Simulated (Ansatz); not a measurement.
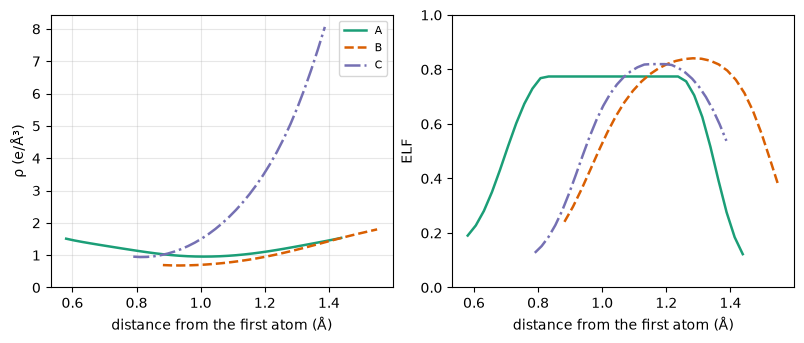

*ClF2Ge···Cl2 (doublet). Total electron density and electron localisation function along straight lines between neighbouring atoms. The curves leave out the atomic cores.*

All numbers below come from UHF/def2-SVP (Ansatz 0.2.0).

Input file:

```
crystal:
  periodic: [false, false, false]
  atoms:
    - { symbol: Ge, position_ang: [-0.001249, -0.002931, -0.238799] }
    - { symbol: Cl, position_ang: [-0.000414, -0.00044, 3.186228] }
    - { symbol: F, position_ang: [1.565943, -0.00562, -0.914514] }
    - { symbol: F, position_ang: [-0.787156, 1.352886, -0.914666] }
    - { symbol: Cl, position_ang: [-1.015295, -1.759281, -0.915806] }
    - { symbol: Cl, position_ang: [-0.014529, -0.025214, 5.219457] }
magnetization:
  spin_polarized: true
  initial_magnetization: 1
basis:
  gaussian: { orbitals: def2-SVP }
hamiltonian:
  xc: hf
relax:
  f_tol: 0.03
  max_steps: 50
output:
  orbitals: {}
```

Run with:

```sh
ansatz run input.yaml --threads 4 --pin off --max-ram 5120MiB --backend cpu --events-out ev --progress --plain --runs-dir out
```

The fields are those of the run's last geometry, not of the input's.

### Which curve belongs to which contact (Cl–Cl, Ge–Cl and Ge–F)? The first atom named is at distance zero.

Curve A: Cl–Cl (2.02 Å): the density is about 0.96 e/Å³ at the midpoint; the ELF peaks at about 0.75 between the atoms; a covalent bond. Curve B: Ge–Cl (2.14 Å): ρ is about 0.76 e/Å³ halfway; the ELF peaks at about 0.85 in the valence shell of Cl, 0.9 Å from its nucleus, and is about 0.70 at the midpoint. Curve C: Ge–F (1.71 Å): ρ is about 0.97 e/Å³ halfway; the ELF peaks at about 0.80 in the valence shell of F, 0.6 Å from its nucleus, and is about 0.25 at the midpoint.
